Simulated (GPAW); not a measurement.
# Quasiparticle gap of MgS (Niningerite) in GPAW, part 2 of 2

Wanted: ground state, empty states, screening and self-energy for MgS (Niningerite).

GPAW 26.7.0; LDA and many-body steps on it, plane waves. Known limits of the many-body steps: not at the basis limit.

So far. Step 3 (Bands along the symmetry lines): The gap is 2.566 eV, as in the run before at this level. Step 4 (Empty states on the mesh, 6×6×6 mesh, 89 bands): On this mesh the gap is 2.566 eV.

**5. Screening and self-energy, 6×6×6 mesh, 79 bands, screening to 100 eV**

G0W0 replaces the xc potential by the self-energy, built once from these orbitals. Only a window of levels is corrected, while the sums run over the empty bands that the input names.

This step: G0W0 on LDA, plane waves, PAW.

Contents of run.py:

```python
import json
import numpy as np
from gpaw.mpi import world
from gpaw.response.g0w0 import G0W0

gw = G0W0('full.gpw',
    filename='gw',
    kpts=[0, 12],
    bands=(6, 10),
    ecut=100,
    nbands=79,
    integrate_gamma='WS',
    ppa=True)
gw.calculate()
res = {mode: {k: v for k, v in r.items() if k != 'sigma_eskwn'}
       for mode, r in gw.all_results.items()}

if world.rank == 0:
    with open('result.json', 'w') as f:
        json.dump(res, f, default=lambda x: x.tolist())
```

The run is started by

```sh
> mpirun -n 4 gpaw python run.py
```

Numbers of over 12 decimals in the logs are rounded to 6 here.

The log of the run:

```text
Using integrator: PointIntegrator
FrequencyGridDescriptor(from 0.000+0.000j to 0.000+27.211j eV, 2 points)
Nonperiodic BCs:  [False False False]
Using integrator: PointIntegrator
FrequencyGridDescriptor(from 0.000+0.000j to 0.000+27.211j eV, 2 points)
Nonperiodic BCs:  [False False False]
  ___  _ _ _
 |   || | | |
 | | || | | |
 |__ ||_____|
 |___|

BZ k-points: Symmetries present (total): 48

  [... matrices ...]
216 k-points: 6 x 6 x 6 Monkhorst-Pack grid + [1/12,1/12,1/12]
16 k-points in the irreducible part of the Brillouin zone
       k-points in crystal coordinates                weights
   0:     0.00000000    0.00000000    0.00000000          1/216
   1:     0.16666667    0.16666667    0.00000000          6/216
   2:     0.16666667    0.16666667    0.16666667          8/216
   3:     0.33333333    0.16666667    0.16666667         12/216
   4:     0.33333333    0.33333333   -0.33333333         12/216
   5:     0.33333333    0.33333333    0.00000000          6/216
   6:     0.33333333    0.33333333    0.16666667         24/216
   7:     0.33333333    0.33333333    0.33333333          8/216
   8:     0.50000000    0.33333333   -0.33333333         24/216
   9:     0.50000000    0.33333333   -0.16666667         12/216
          ...
  15:     0.50000000    0.50000000    0.50000000          4/216

Distributing spins, k-points and bands (1 x 2 x 4) over 4 processes
Number of blocks: 1

Quasi particle states:
k-points (IBZ indices): [0, 12]
Band range: (6, 10)
  [... matrices ...]
Computational parameters:
Plane wave cut-off: 100 eV
Number of bands: 79
Coulomb cutoff: None
Broadening: 0.1 eV

fxc modes: GW
Kernel: RPA
Using Godby-Needs plasmon-pole approximation:
  Fitting energy: i*E0, E0 = 1.000 Hartree
Summing all q:

Calculating screened Coulomb potential
No Coulomb truncation
FrequencyGridDescriptor(from 0.000+0.000j to 0.000+27.211j eV, 2 points)
Removing empty qpoint cache files...

Calculating chi0 body with:
    Ground state adapter containing:
    Number of spins: 1
    Number of kpoints: 216
    Number of irreducible kpoints: 16
    Number of completely occupied states: 8
    Number of partially occupied states: 8
    Occupied states memory: 0.9765625 M / cpu

    Linear response parametrization:
    q_c: [1.3877787807814457e-17, 1.3877787807814457e-17, 1.3877787807814457e-17]
    Number of frequency points: 2
    Planewave cutoff: 100.0
    Number of bands: 79
    Number of planewaves: 65
    Broadening (eta): 1e-06
    comm.size: 4
    kncomm.size: 4
    blockcomm.size: 1

    Memory estimate of potentially large arrays:
        chi0_wGG: 0.128937 M / cpu
Integrating chi0 body.

Symmetries of q_c:
    Direct symmetries (Uq -> q): 48
    Indirect symmetries (TUq -> q): 0
In total 48 allowed symmetries.

  [... matrices ...]
16 groups of equivalent kpoints. 92.592593% reduction.

Integral kind: response function
Integrating chi0 head and wings.

Symmetries of q_c:
    Direct symmetries (Uq -> q): 48
    Indirect symmetries (TUq -> q): 0
In total 48 allowed symmetries.

  [... matrices ...]
16 groups of equivalent kpoints. 92.592593% reduction.

Integral kind: response function wings

Calculating chi0 body with:
    Ground state adapter containing:
    Number of spins: 1
    Number of kpoints: 216
    Number of irreducible kpoints: 16
    Number of completely occupied states: 8
    Number of partially occupied states: 8
[... the further q-points ...]

Results:
f:      Occupation numbers
eps:     KS-eigenvalues [eV]
vxc:     KS vxc [eV]
exx:     Exact exchange [eV]
sigma:   Self-energies [eV]
dsigma:  Self-energy derivatives
Z:       Renormalization factors
qp:      QP-energies [eV]

k-point 0 (0): (0.000, 0.000, 0.000)                GW
band       f     eps     vxc     exx   sigma  dsigma       Z      qp
                                                                   GW
   6   1.000   4.432 -15.693 -18.338   1.842  -0.271   0.787   3.800
   7   1.000   4.432 -15.693 -18.338   1.842  -0.271   0.787   3.800
   8   0.000   7.919 -13.532  -8.720  -3.761  -0.230   0.813   8.773
   9   0.000  12.236  -9.961  -4.613  -4.308  -0.227   0.815  13.083

k-point 1 (12): (0.500, 0.500, 0.000)                GW
band       f     eps     vxc     exx   sigma  dsigma       Z      qp
                                                                   GW
   6   1.000   2.728 -14.329 -17.605   2.248  -0.279   0.782   1.925
   7   1.000   2.728 -14.329 -17.605   2.248  -0.279   0.782   1.925
   8   0.000   6.998 -11.524  -6.974  -3.530  -0.221   0.819   7.833
   9   0.000   8.682  -9.088  -4.598  -3.729  -0.214   0.823   9.308
```

Wall time 39 s (4 MPI ranks of Arm Neoverse V1, shared host); peak memory 1.2 GiB; 2.6 min of CPU time.

Numbers from this step:

- G0W0 gap on the points computed: 4.033 eV
- least direct G0W0 gap on the computed points: 4.973 eV
- Z at the valence top: 0.7866
- Z at the conduction bottom: 0.8193
- starting gap on the mesh: 2.566 eV
- k of the valence top: 0, 0, 0
- k of the conduction bottom: 0.5, 0.5, 0

The gap on the mesh goes from 2.57 eV to 4.03 eV, a correction of +1.47 eV.

Limits: finite bands, cutoff and mesh. v1 is the top filled band, c1 the lowest empty one. Levels before and after the correction, in eV, zero at the valence-band top of each column:

```tsv
	conduction bottom	valence top
Kohn-Sham	2.57	0.00
G0W0	4.03	0.00
```

```tsv
	level	energy (eV)
Kohn-Sham	Γ v2-v1	0.000
Kohn-Sham	Γ c1	3.487
Kohn-Sham	Γ c2	7.804
Kohn-Sham	(0.5 0.5 0) v2-v1	-1.703
Kohn-Sham	(0.5 0.5 0) c1	2.566
Kohn-Sham	(0.5 0.5 0) c2	4.250
G0W0	Γ v2-v1	0.000
G0W0	Γ c1	4.973
G0W0	Γ c2	9.283
G0W0	(0.5 0.5 0) v2-v1	-1.876
G0W0	(0.5 0.5 0) c1	4.033
G0W0	(0.5 0.5 0) c2	5.508
```

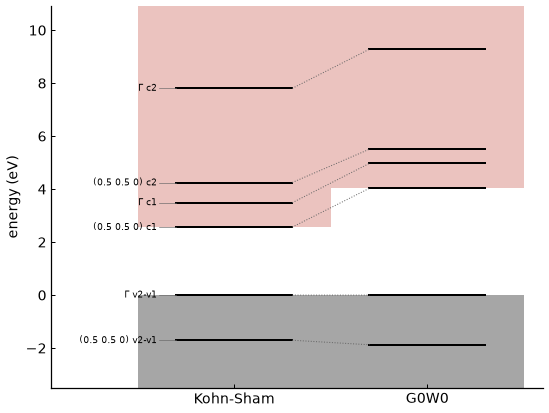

Levels before and after the correction. Shaded: valence and conduction bands.

**6. Where the time went**

Times are wall times on 4 MPI ranks of Arm Neoverse V1, shared host, good to a factor of about two.

```tsv
step	time	share	memory (GiB)
ground state	4.8 s	9 %	0.59
bands along the symmetry lines	5.2 s	10 %	0.62
empty states on the mesh	6.1 s	11 %	0.74
screening and self-energy	39 s	70 %	1.2
```

**7. What came out**

| Property | Result |
| --- | --- |
| LDA gap | 2.57 eV, indirect |
| G0W0 gap on the mesh | 4.03 eV |
| GW settings | 6×6×6 mesh, 79 bands, screening to 100 eV, Godby-Needs plasmon pole |
| known limits | not at the basis limit |

**Reading.** G0W0 moves the gap on the mesh from 2.57 eV to 4.03 eV (+1.47 eV), with Z of 0.79 and 0.82 at the edges. Only 2 of the mesh's irreducible points were corrected, so a valley elsewhere could overtake. The dearest step here is «screening and self-energy». Bands and cutoff are finite, so the gap is not at the basis limit. The miss can reach some tenths of an eV and take either sign; the mesh is an error of its own. These stock PAW sets were not made for GW. In the G0W0 run levels were corrected at 2 k points alone, so a gap called «on the mesh» is the least over those, and an edge elsewhere would be missed.

[Paths, hosts, dates, memory and timing lines, banners, echoed tables and standing remarks are left out of the program output.]

[Logs are printed without paths, hosts, clocks, repeated set-up lines and the standing remarks that a program may print on its own settings, such as how far it seeks lower states.]

[Runs of the session that timed out or met a known fault of the program may be left out.]

[Hosts, paths, dates, database ids (printed as entryN), source tags and the programs' standing remarks are cut or masked in the printed files.]
